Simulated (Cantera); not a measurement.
Input: 1 mol SiC, a varied amount of H2, held at 3073 K and 3.60 mbar.

These are equilibrium values from Cantera (NASA tables, ideal gas, pure condensed phases), not measurements of a reactor. Candidate condensed phases: C, C6H6, C7H8, C8H18, Si, SiC; 87 gas species. Rates play no part.

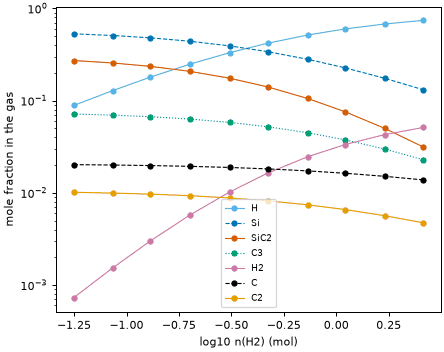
*Equilibrium gas composition (values under 1e-9 drawn at 1e-9)*

Q: Read off the mole fractions at 0.73 mol H2.

A: H about 0.51, Si about 0.28, SiC2 about 0.11, C3 about 0.045, H2 about 0.025, C about 0.017, C2 about 0.0074.
